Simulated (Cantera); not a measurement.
A closed system holds: 1 mol SiH2Cl2, a varied amount of N2, equilibrated at 877 °C and 100 Torr.

These are equilibrium values from Cantera (NASA tables, ideal gas, pure condensed phases), not measurements of a reactor. Candidate condensed phases: NH4Cl, Si, Si3N4; 28 gas species. N2 is the only nitrogen source here; it is nearly inert below about 1500 K, so the nitride shown seldom forms there in practice. The tables' values for SiCl3 are old estimates; treat these amounts as uncertain. Rates play no part.

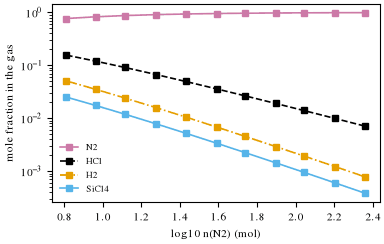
Figure. Equilibrium gas composition (values under 1e-9 drawn at 1e-9)

Task: Read off the mole fractions at 230 mol N2.

Result: N2 about 0.99, HCl about 0.0071, H2 about 0.00078, SiCl4 about 0.00038.
